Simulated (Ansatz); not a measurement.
F5HOW (SMILES [OH][W]([F])([F])([F])([F])[F])

Input

```
crystal:
  periodic: [false, false, false]
  atoms:
    - {symbol: O, position_ang: [-0.656192, -1.281610, 0.451990]}
    - {symbol: W, position_ang: [0.134840, 0.262797, -0.092168]}
    - {symbol: F, position_ang: [1.418210, 0.152853, 1.229575]}
    - {symbol: F, position_ang: [-1.088745, 0.489835, -1.455145]}
    - {symbol: F, position_ang: [0.935613, 1.827146, -0.644265]}
    - {symbol: F, position_ang: [-0.924722, 1.280211, 1.025178]}
    - {symbol: F, position_ang: [1.254377, -0.637990, -1.250423]}
    - {symbol: H, position_ang: [-1.073392, -2.093253, 0.735258]}
basis:
  gaussian: {orbitals: def2-TZVPP}
hamiltonian: {xc: pbe0, dispersion: d4}
output: {orbitals: {seedname: orbitals}}
```

Command:

```sh
ansatz run in.yaml --threads 8 --pin off --events-out ev --progress --plain --max-ram 18278MiB
```

Geometry: PBE0-D4/def2-TZVP; core potentials replace the inner electrons of W.

Computed with RKS PBE0-D4/def2-TZVPP (Ansatz).

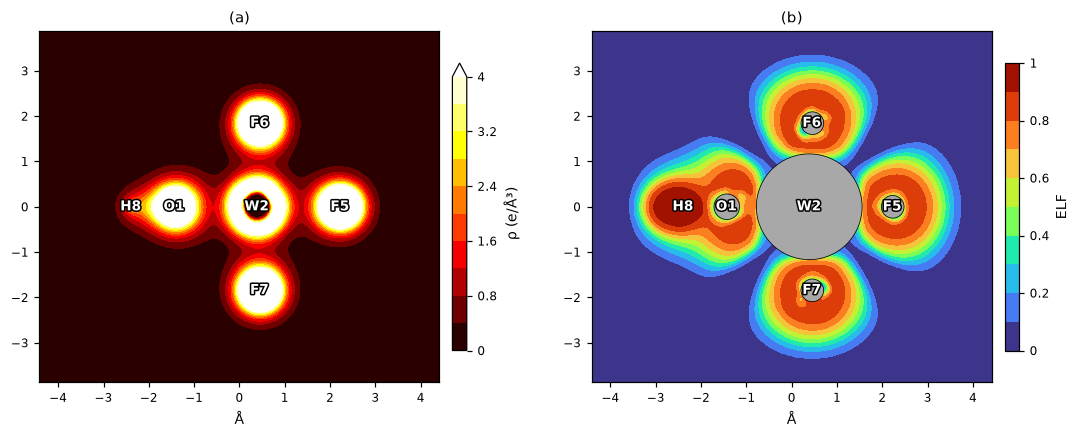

Figure 1. (a) electron density; (b) electron localisation function on the plane of atoms F5, W2 and F6. Grey discs cover the atomic cores in the ELF map.

> What does the map show?

- The section cuts through O, W, F and H sites.
- W–O (1.82 Å): the density is about 1.2 e/Å³ at the midpoint; the ELF peaks at about 0.80 in the valence shell of O, 0.5 Å from its nucleus, and drops to about 0.25 between the two atoms.
- W–F (1.84 Å): ρ at the midpoint is about 1.2 e/Å³; the ELF peaks at about 0.80 in the valence shell of F, 0.5 Å from its nucleus, and drops to about 0.25 between the two atoms.
- O–H (0.96 Å): ρ is about 3.9 e/Å³ halfway; the ELF climbs to about 1 towards the hydrogen, as it does in any bond to H (a covalent bond by its length).

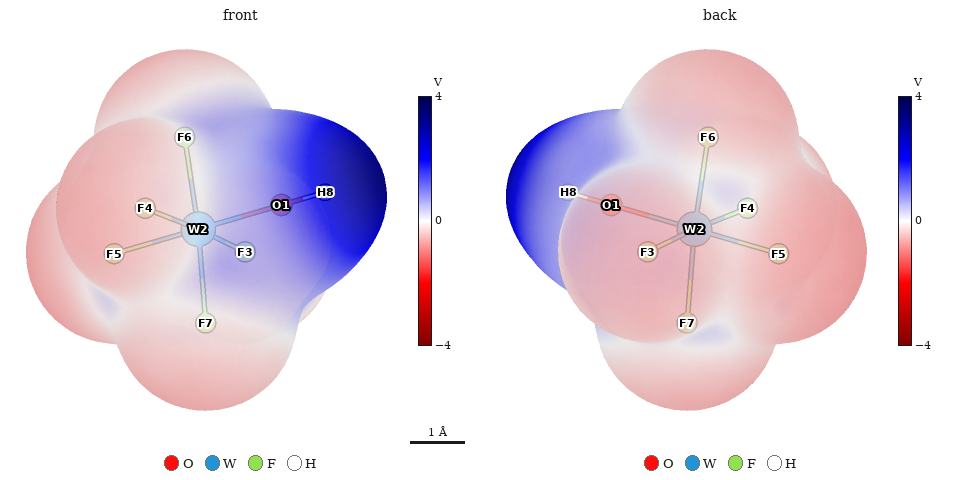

Figure 2. The electrostatic potential painted on the density surface at 0.001 e/bohr³, seen from the front and from behind; red is negative and blue positive.

> Which sites attract a positive test charge, and which a negative one?

A positive charge is drawn to the negative regions and a negative charge to the positive ones. The most negative region (about −0.7 V) lies over F5, the most positive (about +3.4 V) over H8.

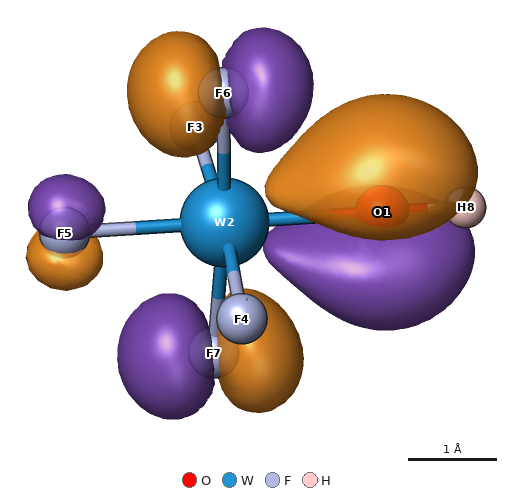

Figure 3. The HOMO at ±0.1 Å⁻³ᐟ² (orange and purple are the two phases), seen at a tilt.

> What is the character of this orbital?

By Hirshfeld shares it lies mainly on O1 (about 55 %), F6 (about 15 %) and F7 (about 15 %); largely a combination of lone pairs on O1, F6 and F7. It is one of a degenerate set, so its orientation is arbitrary. Its energy is −11.44 eV.
